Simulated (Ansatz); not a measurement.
Input file:

```
crystal:
  periodic: [false, false, false]
  atoms:
    - symbol: C
      position_ang: [-1.041289, -0.234299, -1.370099]
    - symbol: Cl
      position_ang: [-2.458010, 1.832013, -3.124449]
    - symbol: F
      position_ang: [-1.366425, -0.137483, -0.156195]
    - symbol: F
      position_ang: [-1.199006, -1.409849, -1.796422]
    - symbol: Ge
      position_ang: [-0.378865, 1.548799, -2.683975]
basis:
  gaussian: {orbitals: def2-TZVPD}
total_charge: 1
hamiltonian: {xc: pbe0}
output: {forces: true, orbitals: {seedname: orbitals}}
```

Run with:

```sh
ansatz run input.yaml --threads 1 --pin off --max-ram 2610MiB --events-out events.jsonl --progress --plain --runs-dir runs
```

Geometry: PBE0-D3(BJ)/pcseg-1.

These are results of isolated molecule in a Gaussian basis; Kohn-Sham density functional theory, functional PBE0 (Ansatz), not measurements.

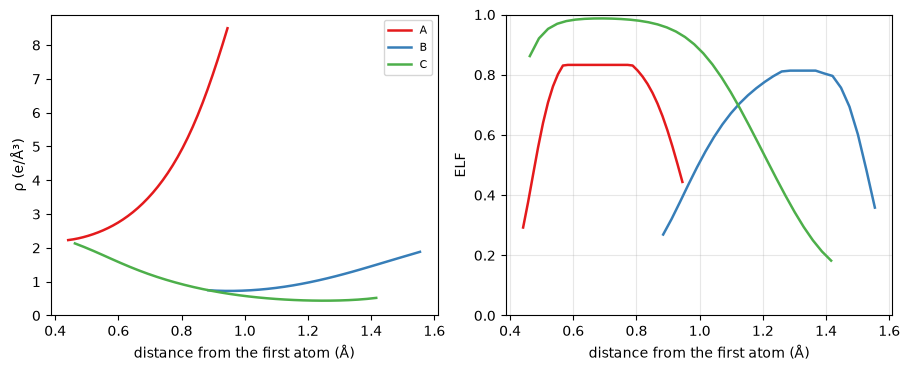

CClF2Ge (charge +1). Electron density and electron localisation function along straight lines between neighbouring atoms. The curves leave out the atomic cores.

**Which curve belongs to which contact (C–F, C–Ge and Ge–Cl)? The first atom named is at distance zero.**

Curve A: C–F (1.26 Å): the density is about 2.9 e/Å³ at the midpoint; the ELF peaks at about 0.85 between the atoms (a polar covalent bond). Curve B: Ge–Cl (2.14 Å): the density is about 0.79 e/Å³ at the midpoint; the ELF peaks at about 0.80 in the valence shell of Cl, 0.9 Å from its nucleus, and is about 0.65 at the midpoint. Curve C: C–Ge (2.31 Å): ρ is about 0.46 e/Å³ halfway; the ELF peaks at about 1 in the valence shell of C, 0.7 Å from its nucleus, and is about 0.65 at the midpoint.
